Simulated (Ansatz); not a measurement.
# C4H5Si (doublet): what the fields show

```xyz
10

C     0.8997   -2.9359    1.4663
C     0.9530   -1.8417    0.9464
Si    1.0165   -0.1953    0.1431
C    -0.6020    0.1804   -0.6784
C    -1.3365    1.2388   -0.3482
H     1.2902    0.8299    1.1807
H     2.1312   -0.2385   -0.8370
H    -0.9634   -0.4822   -1.4627
H    -1.0260    1.9299    0.4307
H    -2.2797    1.4635   -0.8381
```

Geometry: PBE0-D4/def2-TZVP.

All numbers below come from Ansatz, UKS PBE0-D4/def2-TZVPP.

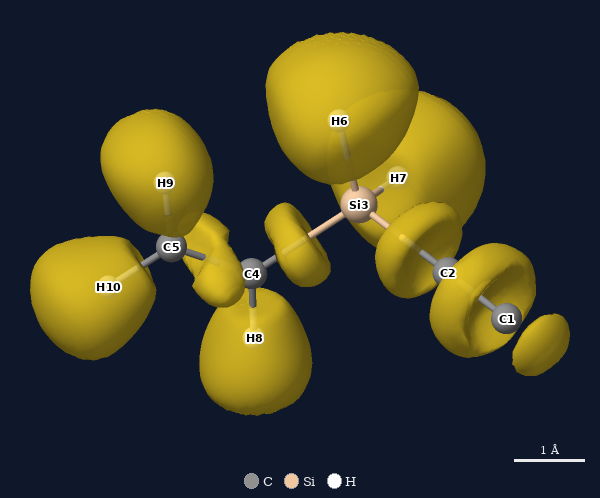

Figure 1. Isosurface of the electron localisation function at 0.8 (yellow), seen across its widest extent. Core shells and regions of very low density are left out.

### Identify the bonds, lone pairs and shells in this picture.

At this value the surface marks out two regions between bonded C–C atoms (shared pairs), two regions between bonded C–Si atoms (shared pairs), five regions around hydrogen nuclei and one lobe on C, pointing away from the bonds (non-bonding electrons). Along the contacts the grid gives the following. C–C (1.21 Å): the ELF peaks at about 0.85 between the atoms (a multiple bond). C–Si (1.83 Å): the ELF peaks at about 0.95 between the atoms (a covalent bond).

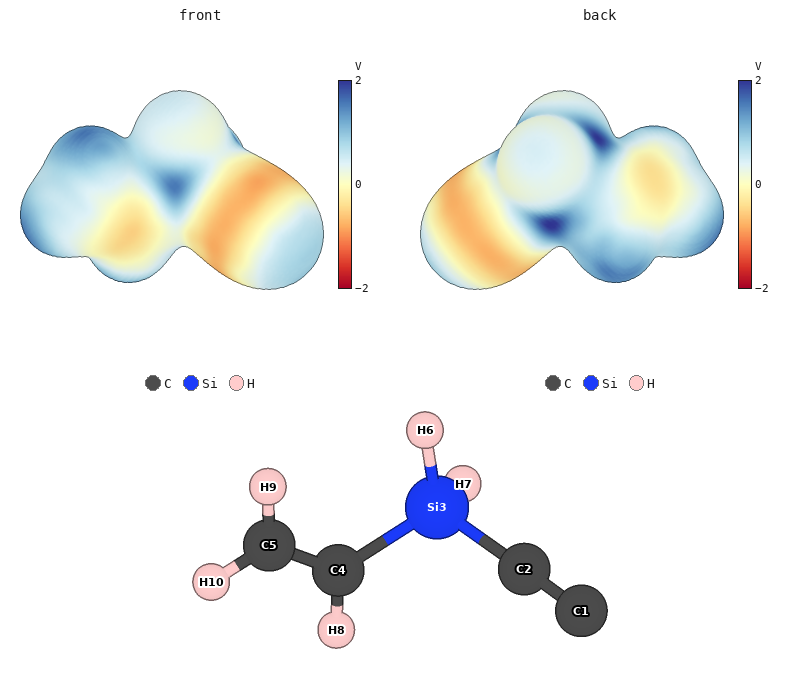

Figure 2. The electrostatic potential painted on the density surface at 0.004 e/bohr³, seen from the front and from behind; red is negative and blue positive. The bare structure is drawn below in the same view.

### Which sites attract a positive test charge, and which a negative one?

A positive charge is drawn to the negative regions and a negative charge to the positive ones. The most negative region (about −0.8 V, or −18 kcal/mol for a unit charge) lies over C1 and C2, the most positive (about +1.9 V, or +44 kcal/mol for a unit charge) over Si3.

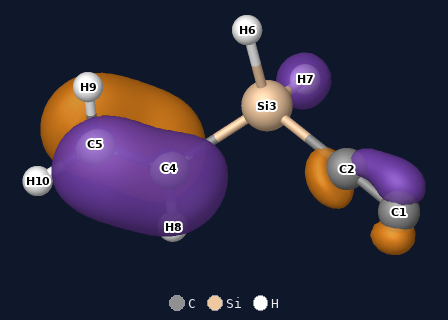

Figure 3. The HOMO (α) at ±0.15 Å⁻³ᐟ² (orange and purple are the two phases), seen across its widest extent.

### What is the character of this orbital?

By Hirshfeld shares it lies mainly on C5 (about 35 %) and C4 (about 35 %); π-bonding across C5–C4. Its energy is −8.29 eV.

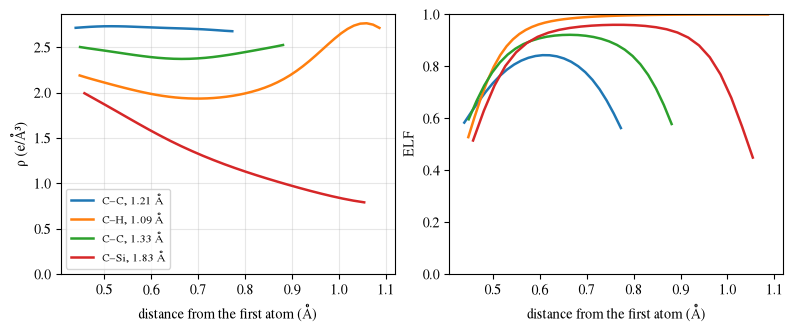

Figure 4. Electron density and ELF along straight lines between neighbouring atoms. The curves leave out the atomic cores.

### What can be read from the curves?

C–C (1.21 Å): ρ at the midpoint is about 2.7 e/Å³; the ELF peaks at about 0.85 between the atoms: a short, multiple covalent bond.
C–H (1.09 Å): the density is about 2.1 e/Å³ at the midpoint; the ELF climbs to about 1 towards the hydrogen, as it does in any bond to H: a covalent bond by its length.
C–C (1.33 Å): ρ at the midpoint is about 2.4 e/Å³; the ELF peaks at about 0.90 between the atoms: a short, multiple covalent bond.
C–Si (1.83 Å): ρ at the midpoint is about 0.95 e/Å³; the ELF peaks at about 0.95 between the atoms; localised, covalent bonding.
